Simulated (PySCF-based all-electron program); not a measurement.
```xyz
4
charge 0, multiplicity 1
B     0.0000    0.0000    0.0000
Cl    1.5164    0.0000    0.8614
Cl   -1.5164    0.0000    0.8614
H     0.0000    0.0000   -1.1930
```

Geometry: a fixed input geometry, not necessarily a minimum.

What structure does this define?

Formula BCl2H. As SMILES it reads `ClBCl`. Among its groups: B–H bond. All atoms lie on one plane. Coordination: 1 B trigonal planar.

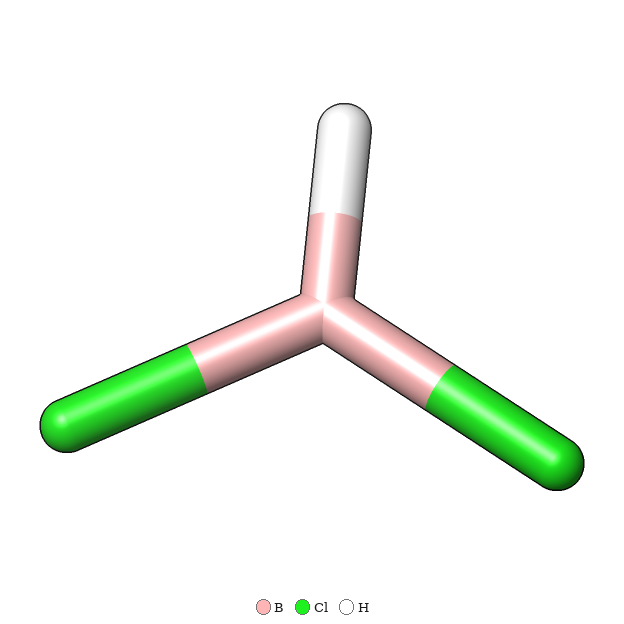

(Drawn from a calculation with PySCF-based all-electron program.)
